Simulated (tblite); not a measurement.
## Geometry relaxation of C₇H₁₂SSi (part 1 of 3)

System: C₇H₁₂SSi.
Method: GFN2-xTB geometry optimisation, gas phase (tblite 0.8.0).

It belongs to a series of runs on one base structure; here: constitutional isomer.

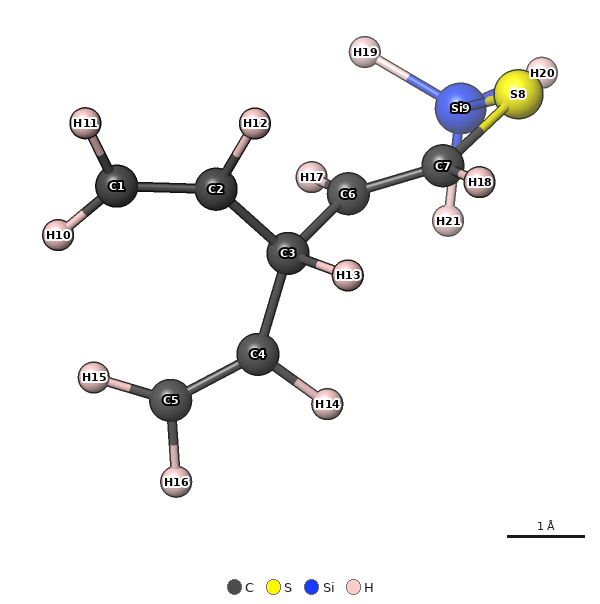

Figure 1. The input geometry (ball-and-stick view, seen at a tilt; atoms are numbered from 1 in the order of the input). Bond lengths as drawn: C–C 1.30 to 1.50 Å, C–H 1.05 to 1.18 Å, C–S 1.81 Å, H–Si 1.46 to 1.49 Å and S–Si 2.13 Å.

Input file
```
{"job": {"kind": "relax", "xc": "GFN2-xTB", "basis": "xTB"}, "charge": 0, "multiplicity": 1}
C     -2.599000    -1.512800     0.465700
C     -1.775800    -0.922000    -0.349500
C     -0.946000     0.260000    -0.286700
C     -1.212100     1.301000     0.687300
C     -1.885100     1.367900     1.801500
C      0.514100    -0.069900    -0.410000
C      1.096100     0.112100    -1.582600
S      2.853900    -0.265500    -1.773500
Si     3.872800    -0.342600     0.097600
H     -2.935200    -1.245800     1.444200
H     -3.076900    -2.451700     0.085200
H     -1.658100    -1.502300    -1.329900
H     -1.223000     0.818800    -1.289800
H     -0.681200     2.281300     0.428800
H     -2.478000     0.666900     2.320100
H     -1.859700     2.371400     2.330200
H      1.026800    -0.432600     0.476700
H      0.587000     0.471900    -2.465400
H      3.529500    -1.530200     0.878800
H      5.312200    -0.278300    -0.192600
H      3.528800     0.919600     0.818100
```

The first line tells a small driver script what to run in tblite; the rest is the geometry in Å.

Hardware: 1 CPU thread, shared host.

Launched with:
```bash
OMP_NUM_THREADS=1 python <driver script> task.json out
```

What the program printed
```
step      E/eV     max force
  0    -706.91258    2.915
  1    -707.34822    1.269
  2    -707.40753    1.023
  3    -707.45440    0.569
  4    -707.51042    0.407
  5    -707.53745    0.435
  6    -707.56013    0.389
  7    -707.57486    0.406
  8    -707.58703    0.333
  9    -707.59577    0.277
 10    -707.60072    0.141
 11    -707.60388    0.167
 12    -707.60776    0.165
 13    -707.61208    0.199
 14    -707.61549    0.138
 15    -707.61807    0.109
 16    -707.62050    0.128
 17    -707.62292    0.184
 18    -707.62493    0.158
 19    -707.62628    0.084
 20    -707.62750    0.110
 21    -707.62890    0.143
 22    -707.63025    0.124
 23    -707.63116    0.094
 24    -707.63166    0.044
 25    -707.63210    0.086
 26    -707.63272    0.106
 27    -707.63353    0.109
 28    -707.63442    0.099
 29    -707.63532    0.079
 30    -707.63627    0.096
 31    -707.63723    0.113
 32    -707.63820    0.087
 33    -707.63920    0.087
 34    -707.64028    0.117
 35    -707.64140    0.110
 36    -707.64238    0.077
 37    -707.64302    0.058
 38    -707.64351    0.064
 39    -707.64410    0.074
 40    -707.64479    0.072
 41    -707.64537    0.070
 42    -707.64574    0.041
 43    -707.64603    0.047
 44    -707.64644    0.054
 45    -707.64713    0.089
 46    -707.64804    0.103
 47    -707.64881    0.067
 48    -707.64922    0.052
 49    -707.64944    0.042
 50    -707.64965    0.042
 51    -707.64989    0.040
 52    -707.65012    0.036
 53    -707.65031    0.038
 54    -707.65048    0.039
 55    -707.65070    0.048
 56    -707.65102    0.051
 57    -707.65140    0.046
 58    -707.65179    0.047
 59    -707.65216    0.059
 60    -707.65260    0.062
 61    -707.65320    0.067
 62    -707.65398    0.074
 63    -707.65485    0.077
 64    -707.65581    0.094
 65    -707.65709    0.112
 66    -707.65894    0.124
 67    -707.66156    0.147
 68    -707.66535    0.212
 69    -707.66932    0.300
 70    -707.66639    0.556
 71    -707.68288    0.319
 72    -707.69148    0.200
 73    -707.69458    0.711
 74    -707.70855    0.252
 75    -707.71609    0.191
 76    -707.72585    0.508
 77    -707.73666    0.244
 78    -707.74829    0.249
 79    -707.76932    0.376
 80    -707.77906    0.851
 81    -707.79000    0.449
 82    -707.79724    0.422
 83    -707.80852    0.190
 84    -707.81623    0.179
 85    -707.82069    0.200
 86    -707.82572    0.123
 87    -707.82586    0.425
 88    -707.83113    0.119
 89    -707.83330    0.098
 90    -707.83827    0.126
 91    -707.84202    0.156
 92    -707.84549    0.158
 93    -707.84793    0.102
 94    -707.84953    0.071
 95    -707.85084    0.072
 96    -707.85187    0.063
 97    -707.85273    0.065
 98    -707.85367    0.068
 99    -707.85456    0.068
100    -707.85556    0.070
101    -707.85644    0.055
102    -707.85724    0.054
103    -707.85795    0.048
104    -707.85842    0.058
105    -707.85875    0.064
106    -707.85896    0.048
107    -707.85922    0.028
108    -707.85944    0.037
109    -707.85989    0.055
110    -707.86029    0.053
111    -707.86066    0.046
112    -707.86095    0.039
113    -707.86125    0.041
114    -707.86160    0.038
115    -707.86194    0.035
116    -707.86218    0.028
117    -707.86234    0.026
118    -707.86248    0.025
119    -707.86262    0.025
120    -707.86279    0.024
121    -707.86296    0.023
122    -707.86313    0.036
123    -707.86331    0.031
124    -707.86353    0.042
125    -707.86381    0.042
126    -707.86408    0.037
127    -707.86445    0.039
128    -707.86482    0.057
129    -707.86513    0.066
130    -707.86542    0.063
131    -707.86574    0.055
132    -707.86610    0.037
133    -707.86642    0.035
134    -707.86665    0.038
135    -707.86680    0.044
136    -707.86692    0.029
137    -707.86703    0.039
138    -707.86716    0.023
139    -707.86733    0.021
140    -707.86747    0.024
141    -707.86765    0.027
142    -707.86788    0.035
143    -707.86824    0.055
144    -707.86883    0.067
145    -707.86853    0.209
146    -707.87021    0.072
147    -707.87099    0.063
148    -707.86933    0.308
149    -707.87315    0.093
150    -707.87415    0.078
151    -707.87322    0.350
152    -707.87698    0.065
153    -707.87844    0.060
154    -707.87754    0.356
155    -707.88220    0.088
156    -707.88336    0.069
157    -707.88518    0.214
158    -707.88734    0.112
159    -707.88979    0.078
160    -707.89374    0.074
161    -707.89511    0.106
162    -707.89584    0.088
163    -707.89713    0.071
164    -707.89855    0.092
165    -707.89976    0.095
166    -707.90064    0.062
167    -707.90120    0.082
168    -707.90162    0.043
169    -707.90199    0.055
170    -707.90224    0.042
171    -707.90249    0.033
172    -707.90298    0.038
173    -707.90332    0.056
174    -707.90378    0.067
175    -707.90415    0.061
176    -707.90464    0.053
177    -707.90524    0.058
178    -707.90592    0.066
179    -707.90647    0.077
180    -707.90680    0.098
181    -707.90707    0.049
182    -707.90735    0.036
183    -707.90765    0.054
184    -707.90784    0.056
185    -707.90820    0.045
186    -707.90849    0.031
187    -707.90872    0.031
188    -707.90891    0.030
189    -707.90911    0.038
190    -707.90936    0.039
191    -707.90967    0.032
192    -707.91003    0.037
193    -707.91039    0.039
194    -707.91075    0.037
195    -707.91109    0.042
196    -707.91139    0.064
197    -707.91162    0.035
198    -707.91183    0.037
199    -707.91207    0.032
200    -707.91237    0.026
201    -707.91258    0.022
202    -707.91279    0.024
203    -707.91294    0.028
204    -707.91309    0.033
205    -707.91328    0.034
206    -707.91358    0.045
207    -707.91398    0.047
208    -707.91440    0.043
209    -707.91469    0.039
210    -707.91485    0.038
211    -707.91496    0.027
212    -707.91507    0.031
213    -707.91529    0.033
214    -707.91542    0.032
215    -707.91561    0.025
216    -707.91575    0.039
217    -707.91589    0.026
218    -707.91602    0.027
219    -707.91615    0.027
220    -707.91630    0.029
221    -707.91646    0.029
222    -707.91658    0.029
223    -707.91666    0.022
224    -707.91672    0.015
225    -707.91678    0.016
226    -707.91682    0.013
227    -707.91685    0.009
```

Trajectory as extended XYZ (Å, eV, eV/Å), 23 of the 228 frames kept, from step=0 to step=227
```
21
Properties=species:S:1:pos:R:3:forces:R:3 step=0 energy=-706.91258
C    -2.5990   -1.5128    0.4657   -1.4750  -1.8320   0.2010
C    -1.7758   -0.9220   -0.3495    0.0900  -2.1130  -1.8870
C    -0.9460    0.2600   -0.2867   -0.3340   1.4960  -2.4800
C    -1.2121    1.3010    0.6873    1.2600   2.2730   0.3410
C    -1.8851    1.3679    1.8015   -0.1750   2.1580   1.5160
C     0.5141   -0.0699   -0.4100   -0.3440   0.2000  -0.1070
C     1.0961    0.1121   -1.5826    1.3950  -0.4250   0.7390
S     2.8539   -0.2655   -1.7735   -0.5740   0.1570  -0.9000
Si    3.8728   -0.3426    0.0976    0.1520   0.7140   0.7550
H    -2.9352   -1.2458    1.4442    0.1930   0.3330   0.1680
H    -3.0769   -2.4517    0.0852    0.3340   0.8930   0.5550
H    -1.6581   -1.5023   -1.3299    0.1350   0.9700   1.0900
H    -1.2230    0.8188   -1.2898    0.4920  -0.7800   1.1110
H    -0.6812    2.2813    0.4288   -0.5130  -1.3350   0.1120
H    -2.4780    0.6669    2.3201   -0.2670  -0.7640   0.0080
H    -1.8597    2.3714    2.3302   -0.1750  -1.2730  -0.5350
H     1.0268   -0.4326    0.4767   -0.1310   0.0720  -0.2670
H     0.5870    0.4719   -2.4654    0.3590  -0.1320   0.0870
H     3.5295   -1.5302    0.8788   -0.0420   0.0570  -0.1180
H     5.3122   -0.2783   -0.1926   -0.3800  -0.1380  -0.1700
H     3.5288    0.9196    0.8181   -0.0020  -0.5290  -0.2200
21
Properties=species:S:1:pos:R:3:forces:R:3 step=10 energy=-707.60072
C    -2.6258   -1.5662    0.4510    0.0140   0.0580   0.0630
C    -1.7910   -0.9828   -0.3877    0.1080   0.0060  -0.0050
C    -0.9938    0.2997   -0.3344   -0.0400  -0.0010   0.0160
C    -1.1911    1.3725    0.7079    0.0540  -0.0390   0.0580
C    -1.8752    1.4281    1.8366    0.0190  -0.0780  -0.0950
C     0.4866   -0.0472   -0.4065   -0.0650   0.0370  -0.0740
C     1.1841    0.0919   -1.5271   -0.0640  -0.0290   0.1220
S     2.8845   -0.2566   -1.8105   -0.0210  -0.0090  -0.0320
Si    3.8515   -0.2989    0.1044    0.0540  -0.0190   0.0970
H    -2.8795   -1.1859    1.4216    0.0130   0.0810   0.0390
H    -3.1214   -2.4864    0.1786    0.0880   0.0390   0.0100
H    -1.6078   -1.4798   -1.3348   -0.0010  -0.0410  -0.0300
H    -1.2373    0.7992   -1.2836    0.0140   0.0320  -0.0670
H    -0.6430    2.2639    0.4209    0.0290   0.0480  -0.0210
H    -2.4479    0.6181    2.2439   -0.0350  -0.0830  -0.0380
H    -1.9003    2.3409    2.4127    0.0580  -0.0620  -0.0160
H     0.9407   -0.4192    0.5046   -0.0610   0.0540  -0.0760
H     0.7290    0.4338   -2.4476   -0.0190  -0.0070   0.0890
H     3.4981   -1.5067    0.8389   -0.0740  -0.0180  -0.0030
H     5.2577   -0.3084   -0.2598   -0.0090   0.0070  -0.0490
H     3.4733    0.9067    0.8251   -0.0620   0.0230   0.0110
21
Properties=species:S:1:pos:R:3:forces:R:3 step=21 energy=-707.62890
C    -2.5934   -1.5342    0.4737    0.0200   0.0050  -0.0230
C    -1.7790   -0.9680   -0.3964    0.0050  -0.0610   0.0050
C    -1.0036    0.3216   -0.3709    0.0120   0.0090  -0.0240
C    -1.1857    1.3729    0.6869    0.0390   0.0350   0.0290
C    -1.8633    1.3861    1.8185   -0.0030   0.0200  -0.0170
C     0.4720   -0.0327   -0.4098   -0.0160   0.0060  -0.0300
C     1.1844    0.0929   -1.5187   -0.0090  -0.0140  -0.0210
S     2.8799   -0.2665   -1.8041   -0.0100   0.0090   0.0860
Si    3.8334   -0.3019    0.1266   -0.0920  -0.0090  -0.1090
H    -2.8505   -1.1167    1.4273   -0.0120  -0.0120   0.0080
H    -3.0615   -2.4768    0.2374    0.0240   0.0010   0.0380
H    -1.5889   -1.5009   -1.3227   -0.0010   0.0010  -0.0270
H    -1.2384    0.8189   -1.3260    0.0180  -0.0170   0.0280
H    -0.6187    2.2626    0.4311    0.0020   0.0380  -0.0090
H    -2.4519    0.5664    2.1800   -0.0130   0.0080   0.0260
H    -1.8634    2.2696    2.4370    0.0110  -0.0350   0.0220
H     0.8959   -0.3981    0.5159    0.0060   0.0190  -0.0440
H     0.7237    0.4357   -2.4336    0.0070   0.0100  -0.0300
H     3.4437   -1.5087    0.8417   -0.0150  -0.0340   0.0310
H     5.2270   -0.3067   -0.2761    0.0460  -0.0060   0.0400
H     3.4293    0.9014    0.8368   -0.0190   0.0260   0.0200
21
Properties=species:S:1:pos:R:3:forces:R:3 step=31 energy=-707.63723
C    -2.5633   -1.5389    0.4866   -0.0130   0.0220  -0.0020
C    -1.7679   -0.9683   -0.3977    0.0000   0.0030  -0.0080
C    -1.0106    0.3352   -0.3834    0.0030   0.0070  -0.0200
C    -1.1763    1.3819    0.6861   -0.0040   0.0020  -0.0070
C    -1.8464    1.3807    1.8226   -0.0160  -0.0060  -0.0090
C     0.4631   -0.0167   -0.4453    0.0260   0.0210  -0.0170
C     1.1726    0.0982   -1.5571    0.0500   0.0150   0.0070
S     2.8750   -0.2710   -1.8060   -0.0300   0.0110   0.0550
Si    3.7952   -0.3126    0.1430   -0.0810   0.0190  -0.0760
H    -2.8315   -1.0993    1.4270    0.0130  -0.0460   0.0330
H    -3.0106   -2.4994    0.2842    0.0270   0.0200  -0.0220
H    -1.5749   -1.5031   -1.3229    0.0170  -0.0130   0.0080
H    -1.2541    0.8298   -1.3360   -0.0380   0.0130   0.0150
H    -0.6112    2.2751    0.4352    0.0290  -0.0170   0.0030
H    -2.4497    0.5624    2.1626    0.0170  -0.0050   0.0460
H    -1.8309    2.2399    2.4744    0.0160   0.0090  -0.0460
H     0.9025   -0.3771    0.4742   -0.0080  -0.0050   0.0060
H     0.7244    0.4426   -2.4787    0.0270  -0.0260   0.0160
H     3.4001   -1.5205    0.8565   -0.0290  -0.0070   0.0070
H     5.2025   -0.3187   -0.2137    0.0120  -0.0050   0.0060
H     3.3832    0.8967    0.8427   -0.0180  -0.0110   0.0070
21
Properties=species:S:1:pos:R:3:forces:R:3 step=41 energy=-707.64537
C    -2.5178   -1.5491    0.5028   -0.0210  -0.0020  -0.0030
C    -1.7467   -0.9659   -0.3945   -0.0080   0.0040  -0.0180
C    -1.0169    0.3520   -0.4021    0.0250  -0.0100   0.0010
C    -1.1611    1.3822    0.6849   -0.0120   0.0150  -0.0130
C    -1.8204    1.3777    1.8274    0.0000   0.0060   0.0110
C     0.4575    0.0129   -0.4896    0.0340  -0.0090  -0.0050
C     1.1733    0.1126   -1.5986    0.0280   0.0020   0.0020
S     2.8779   -0.2701   -1.8150   -0.0550   0.0180   0.0390
Si    3.7285   -0.3234    0.1614   -0.0330   0.0120  -0.0180
H    -2.7889   -1.1226    1.4486    0.0260  -0.0040   0.0070
H    -2.9412   -2.5196    0.3011    0.0080  -0.0180  -0.0010
H    -1.5488   -1.5088   -1.3135   -0.0030   0.0030  -0.0200
H    -1.2993    0.8525   -1.3409    0.0100  -0.0180   0.0080
H    -0.5841    2.2700    0.4435    0.0050   0.0090  -0.0180
H    -2.4240    0.5653    2.1815    0.0010  -0.0030  -0.0100
H    -1.7852    2.2373    2.4766    0.0120   0.0170   0.0070
H     0.8942   -0.3441    0.4329    0.0290  -0.0050   0.0030
H     0.7436    0.4430   -2.5336   -0.0180  -0.0050   0.0370
H     3.3058   -1.5286    0.8635   -0.0360  -0.0180  -0.0030
H     5.1490   -0.3393   -0.1353    0.0200   0.0020  -0.0080
H     3.2960    0.8830    0.8531   -0.0100   0.0040   0.0020
```
